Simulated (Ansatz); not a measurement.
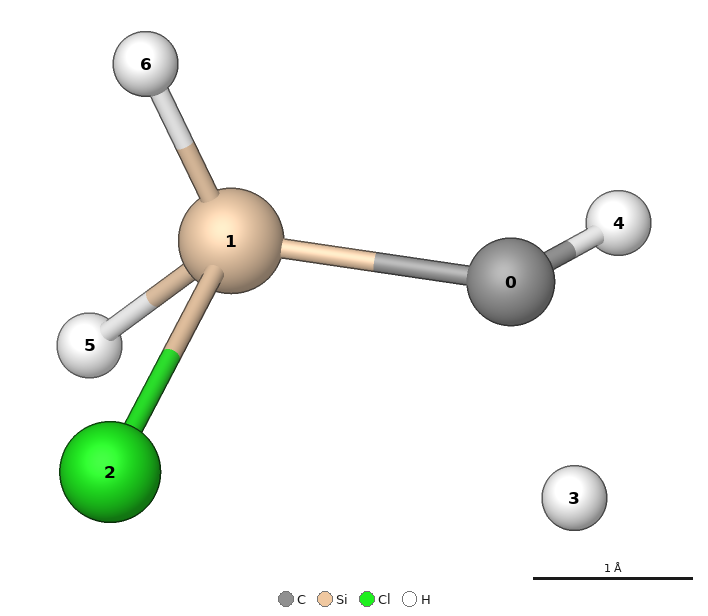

The structure as it stands in the input. Atoms are numbered from 0, in the order of the input.

Ansatz 0.2.0 input:

```yaml
crystal:
  periodic: [false, false, false]
  atoms:
    - {symbol: C, position_ang: [-0.778811, 0.178038, -0.874255]}
    - {symbol: Si, position_ang: [0.531147, 0.324602, 0.354786]}
    - {symbol: Cl, position_ang: [1.072521, -1.986985, 0.527557]}
    - {symbol: H, position_ang: [-1.827772, -0.716279, -0.503433]}
    - {symbol: H, position_ang: [-1.341648, 0.934808, -1.153976]}
    - {symbol: H, position_ang: [0.364774, 0.449361, 1.859362]}
    - {symbol: H, position_ang: [1.737699, 0.735204, -0.057481]}
basis:
  gaussian: {orbitals: def2-SVP}
total_charge: -1
hamiltonian: {xc: lda}
relax: {f_tol: 0.01, max_steps: 80, max_displacement: 0.5}
```

Command:

```sh
ansatz run in.yaml --threads 2 --pin off --events-out ev --progress --plain --max-ram 3481MiB
```

Output (its end):

```
781 factors; their error is unknown
mean field -21413.14254442 eV, -786.9184741579 hartree, gradient 2.1e-5 eV, S^2 0.000000; 1 other end points of the search recorded, 0 dependent functions left out
the calculation of the forces begins
reference -21413.14257277 eV, -786.9184751999 hartree; 21, 21 occupied and 49, 49 virtual orbitals, 781 factors
Total energy: -21413.14257277 eV, -786.9184751999 hartree
Atom 0 at    -1.039332     0.361680    -0.562536 Å, force     0.000674     0.001361    -0.000890 eV/Å
Atom 1 at     0.406663     0.038149     0.368171 Å, force     0.000414     0.001565     0.000877 eV/Å
Atom 2 at     1.545220    -1.901948     0.395878 Å, force     0.001231    -0.001806    -0.000129 eV/Å
Atom 3 at    -1.990361    -0.118921    -0.253425 Å, force     0.001196    -0.000074     0.000376 eV/Å
Atom 4 at    -0.949405     0.472099    -1.662860 Å, force    -0.000763    -0.000236    -0.000022 eV/Å
Atom 5 at     0.200367     0.140789     1.872804 Å, force    -0.000559     0.000154    -0.000122 eV/Å
Atom 6 at     1.584758     0.926901    -0.005473 Å, force    -0.002193    -0.000964    -0.000090 eV/Å
Dipole moment:     0.316842    -0.360144     0.082793 e Å
```

The run converged.
